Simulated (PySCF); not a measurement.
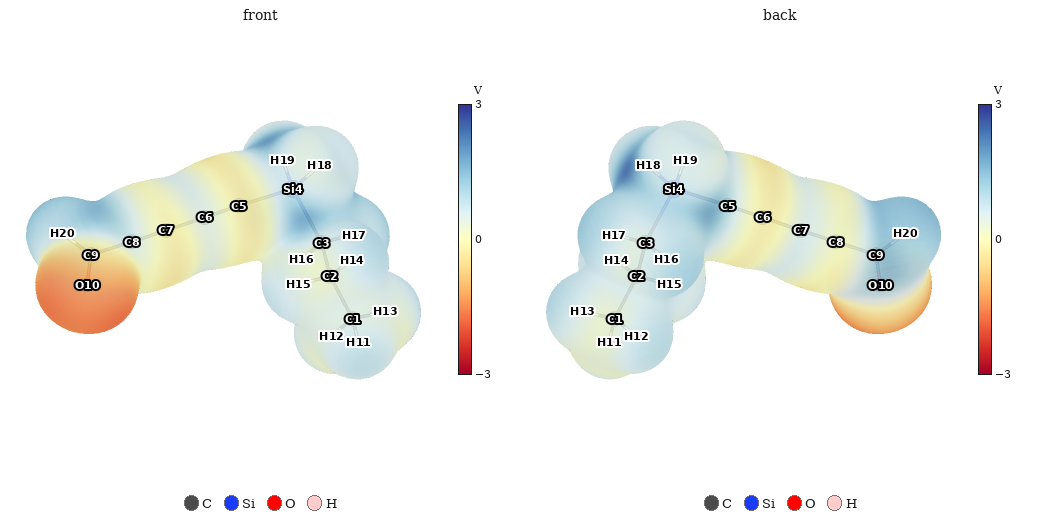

Figure 1: C8H10OSi (SMILES CCC[SiH2]C#CC#CC=O). The electrostatic potential painted on the density surface at 0.004 e/bohr³, seen from the front and from behind; the colour scale runs from red (negative) to blue (positive).

Geometry: GFN2-xTB.

Computed with PySCF 2.14.0, PBE0/pcSseg-1, SCF density, gas phase, non-relativistic.

The calculation's input:

```
{"job": {"kind": "nmr", "xc": "PBE0", "basis": "pcSseg-1"}, "charge": 0, "multiplicity": 1}
C     -2.978443     1.263602    -1.170115
C     -2.019412     0.682815    -0.137417
C     -2.079897    -0.843228    -0.101060
Si    -0.880697    -1.612486     1.160076
C      0.820414    -1.040648     0.701957
C      1.923927    -0.634080     0.394013
C      3.151954    -0.177500     0.063309
C      4.261256     0.227698    -0.225025
C      5.557852     0.698912    -0.554968
O      5.846151     1.832705    -0.841640
H     -2.919217     2.349846    -1.181450
H     -2.732276     0.897879    -2.165058
H     -4.004491     0.977922    -0.944654
H     -2.267265     1.082169     0.848799
H     -1.000948     1.001092    -0.372544
H     -1.860269    -1.228302    -1.099629
H     -3.101937    -1.152691     0.128938
H     -1.140124    -1.128802     2.520747
H     -0.901387    -3.077122     1.086142
H      6.319659    -0.109104    -0.523152
```

Launched as:

```sh
OMP_NUM_THREADS=1 python probes_run.py task.json out
```

> Where is the surface potential most negative and most positive?

The most negative region (about −1.7 V) lies over O10, the most positive (about +2.1 V) over Si4. O10 is the likeliest acceptor of a hydrogen bond.
